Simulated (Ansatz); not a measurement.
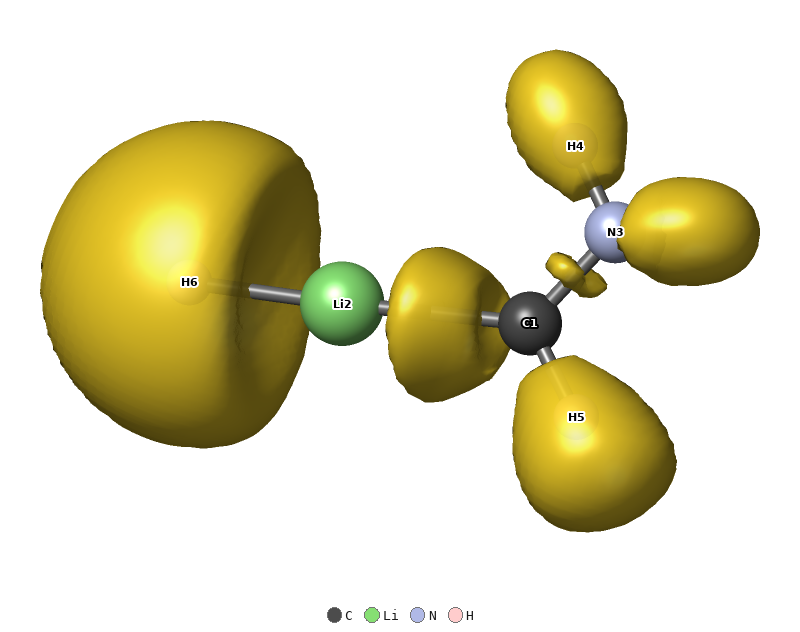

The picture shows: CH3LiN (SMILES [LiH-][CH]=N) (charge −1). Isosurface of the ELF at 0.85 (yellow), seen at a tilt. Only the valence region is drawn (cores and ρ < 0.01 e/Å³ removed).

Geometry: BLYP-D3(BJ)/def2-SVPD.

Level of theory: Ansatz 0.2.0, isolated molecule in a Gaussian basis; Kohn-Sham density functional theory, functional PBE0.

```json
{"atom": "C", "x (Å)": "0.2968", "y (Å)": "-1.1112", "z (Å)": "-0.2034"}
{"atom": "Li", "x (Å)": "0.1766", "y (Å)": "0.8734", "z (Å)": "0.4819"}
{"atom": "N", "x (Å)": "0.0292", "y (Å)": "-1.5494", "z (Å)": "-1.4139"}
{"atom": "H", "x (Å)": "-0.2617", "y (Å)": "-0.7467", "z (Å)": "-2.0087"}
{"atom": "H", "x (Å)": "0.6116", "y (Å)": "-2.0059", "z (Å)": "0.4255"}
{"atom": "H", "x (Å)": "0.0620", "y (Å)": "2.5119", "z (Å)": "0.9923"}
```

What do the ELF domains correspond to?

Answer. The surface consists of one region between bonded C–N atoms (shared pairs), three regions around hydrogen nuclei, one lobe of the valence shell of C pointing towards Li and one lobe on N, pointing away from the bonds (lone pairs).

Values along the shortest contacts:
C–N (1.31 Å): the ELF peaks at about 0.90 between the atoms, as expected for localised, covalent bonding. C–Li (2.10 Å): the ELF peaks at about 1 in the valence shell of C, 0.8 Å from its nucleus, and is about 0.95 at the midpoint.
